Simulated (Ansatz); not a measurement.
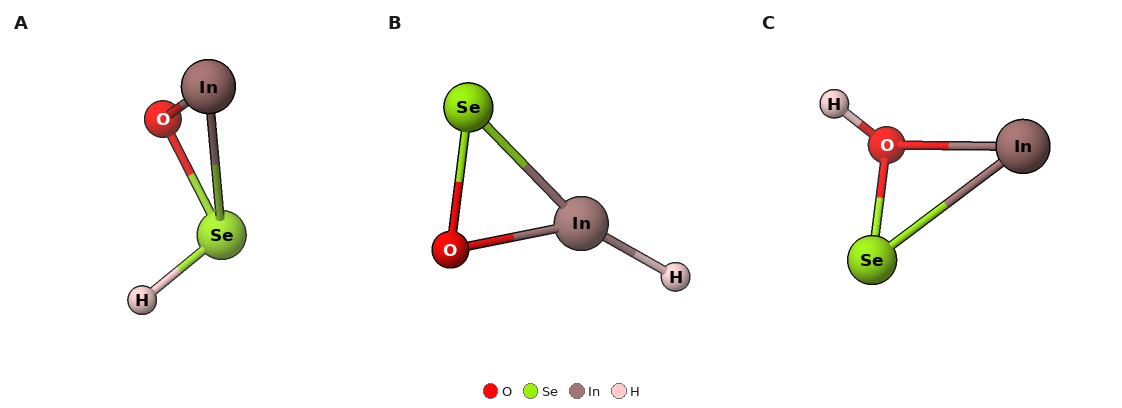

3 stationary structures of one formula. Geometries: PBE-D4/def2-SVP. Electronic energies: PBE-D4/def2-SVP (Ansatz 0.2.0), without zero-point energy. No frequency run is at hand to confirm each as a minimum.

**Which structure is the most stable?**

C is lowest (C1); A lies 11.2 kcal/mol above it (C1), B lies 50.8 kcal/mol above it (Cs).
